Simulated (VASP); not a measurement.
Consider the following.

```
TiS2
1.0
    1.70872    -2.95959     0.00000
    1.70872     2.95959     0.00000
    0.00000     0.00000     6.36601
Ti S
1 2
Direct
  0.00000   0.00000   0.00000
  0.33333   0.66667   0.22263
  0.66667   0.33333   0.77737
```

Calculation: PW91 GGA, VASP's PBE PAW potentials (set 64) (plane waves; VASP 6.6.1). Numerical set-up: 520 eV cut-off, 12×12×6 Γ-centred mesh, tetrahedra with Blöchl corrections, potentials Ti_sv S.

Without a dispersion term in the relaxation, distances and binding between the weakly bound layers, chains or molecules are unreliable, and so is what depends on them.

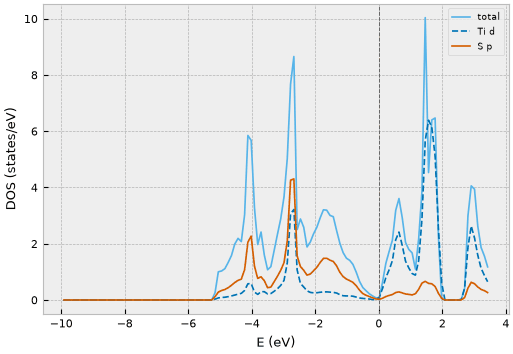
Figure. Total and projected density of states, zero at the Fermi level

Within 2 eV below the Fermi level the largest weight inside VASP's projection spheres is S p, then Ti d.

It has no gap at this level: it comes out as a metal or semimetal.

The compound is TiS2 in the 1T layered structure. It was relaxed first, which changed the volume by +12 %.
